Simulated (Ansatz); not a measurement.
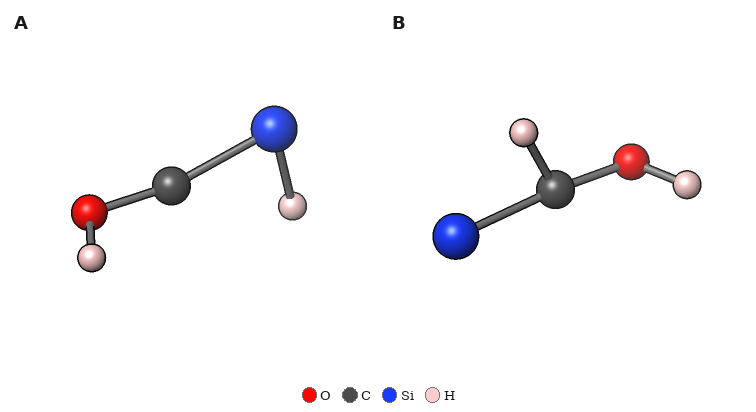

2 stationary structures of one formula. Geometries: PBE-D4/def2-SVP. Electronic energies: PBE-D4/def2-SVP (Ansatz 0.2.0), without zero-point energy. No frequency run is at hand to confirm each as a minimum.

Which structure is the most stable?

Answer. B is lowest; A lies 37.0 kJ/mol above it.
